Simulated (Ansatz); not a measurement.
Base system: KTaO3 in the cubic perovskite structure (space group Pm-3m, No. 221; a = 3.9520 Å). Axes: x, y, z lie along the cube axes.

Modification: a pure shear with ε_xy = ε_yx = 0.0067; the atoms relax in the strained cell.

The values are results of LDA (Ansatz, a quantum-chemistry and plane-wave program; PAW; 420 eV plane waves; no SOC), not measurements.

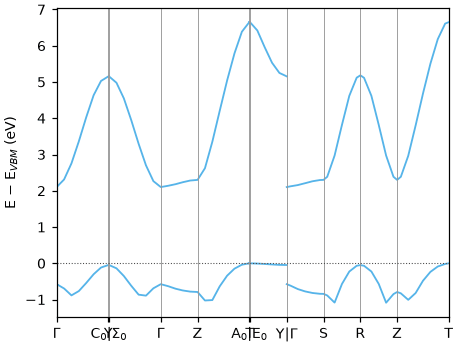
Figure. Highest valence and lowest conduction band along the path of the changed cell's own zone

From the figure, how large is the changed gap, and is it direct?

About 2.1 eV, indirect, T → Γ.

Spin-orbit coupling, missing from the scalar runs, can matter with Ta. Whether these cells are dynamically stable was not tested. k-point labels follow each cell's own Brillouin zone.
